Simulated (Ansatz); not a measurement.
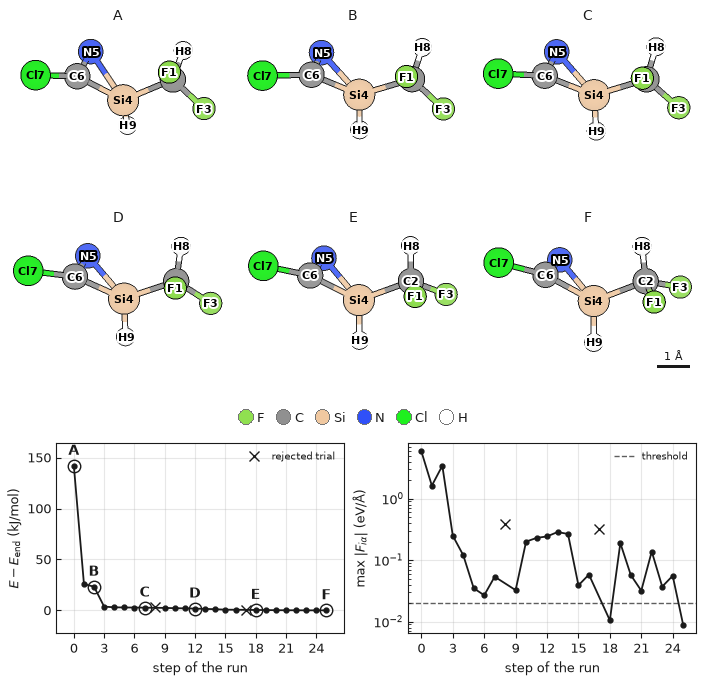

Frames of a relaxation of C$_{2}$H$_{2}$ClF$_{2}$NSi, marked on the history of the run. A ball-and-stick model, seen from a free direction.

The run prepares an end point of a later path (hydrogen shift) calculation, from a guessed geometry.

Computed with Ansatz 0.2.0, RKS PBE0/STO-3G.

The input:
```yaml
crystal:
  periodic: [false, false, false]
  atoms:
    - { symbol: F, position_ang: [1.4447, -1.5075, 0.1657] }
    - { symbol: C, position_ang: [0.0522, -1.3036, 0.339] }
    - { symbol: F, position_ang: [-0.2573, -1.916, 1.5091] }
    - { symbol: Si, position_ang: [-0.2811, 0.4782, 0.4407] }
    - { symbol: "N", position_ang: [-0.6518, 1.0539, -1.3738] }
    - { symbol: C, position_ang: [0.3311, 1.5404, -0.708] }
    - { symbol: Cl, position_ang: [1.5148, 2.6026, -1.0909] }
    - { symbol: H, position_ang: [-0.4276, -1.8247, -0.4599] }
    - { symbol: H, position_ang: [-1.6364, 0.8304, 1.161] }
basis:
  gaussian: { orbitals: STO-3G }
hamiltonian:
  xc: pbe0
relax:
  f_tol: 0.02
  max_steps: 50
output:
  orbitals: {}
```

Launched with:
```bash
ansatz run input.yaml --threads 1 --pin off --max-ram 2048MiB --backend cpu --events-out ev --progress --plain --runs-dir out
```

Question: What happens along the run?

Answer: Over 23 accepted moves (25 points after the start) the energy falls by 141.9 kJ/mol. The largest force component goes from 5.8 to 0.0089 eV/Å. The line search rejected the trial steps at points 8, 17 of the run. The forces were under the threshold at step 18, but the run went on from there. F1 moves most after the best rigid fit: 1.01 Å. By element the largest moves are F 1.01 Å, H 0.84 Å, Cl 0.54 Å, N 0.40 Å, C 0.18 Å, Si 0.11 Å. Some distances before and after: C6–Cl7 1.636 → 1.787 Å, Si4–H9 1.575 → 1.446 Å, C2–Si4 1.816 → 1.943 Å, Si4–C6 1.680 → 1.773 Å. Bond angles that change, for instance: N5–Si4–H9 101.4° → 116.8°, C2–Si4–N5 105.9° → 116.4°, Si4–C6–Cl7 146.5° → 156.1°. From step 0 to 2: Si4 moves most (0.29 Å), energy −118.7 kJ/mol. From step 2 to 7: C6 moves most (0.13 Å), energy −20.5 kJ/mol. From step 7 to 12: F3 moves most (0.29 Å), energy −0.94 kJ/mol. From step 12 to 18: F3 moves most (0.33 Å), energy −1.33 kJ/mol. From step 18 to 25: F3 moves most (0.24 Å), energy −0.36 kJ/mol.

| step | E − E(0), kJ/mol | largest force component, eV/Å | note |
| --- | --- | --- | --- |
| 0 | 0.00 | 5.8422 |  |
| 1 | -116.01 | 1.6245 |  |
| 2 | -118.71 | 3.4171 |  |
| 3 | -138.22 | 0.2488 |  |
| 4 | -138.88 | 0.1200 |  |
| 5 | -139.06 | 0.0348 |  |
| 6 | -139.12 | 0.0268 |  |
| 7 | -139.24 | 0.0537 |  |
| 8 | -139.06 | 0.3901 | rejected |
| 9 | -139.48 | 0.0325 |  |
| 10 | -139.74 | 0.1997 |  |
| 11 | -139.91 | 0.2295 |  |
| 12 | -140.18 | 0.2425 |  |
| 13 | -140.47 | 0.2855 |  |
| 14 | -140.75 | 0.2661 |  |
| 15 | -141.24 | 0.0389 |  |
| 16 | -141.28 | 0.0582 |  |
| 17 | -141.25 | 0.3160 | rejected |
| 18 | -141.52 | 0.0105 |  |
| 19 | -141.60 | 0.1888 |  |
| 20 | -141.72 | 0.0571 |  |
| 21 | -141.78 | 0.0318 |  |
| 22 | -141.80 | 0.1379 |  |
| 23 | -141.86 | 0.0371 |  |
| 24 | -141.87 | 0.0556 |  |
| 25 | -141.88 | 0.0089 |  |

Limits of the set-up: STO-3G is a minimal basis, so the numbers are rough.
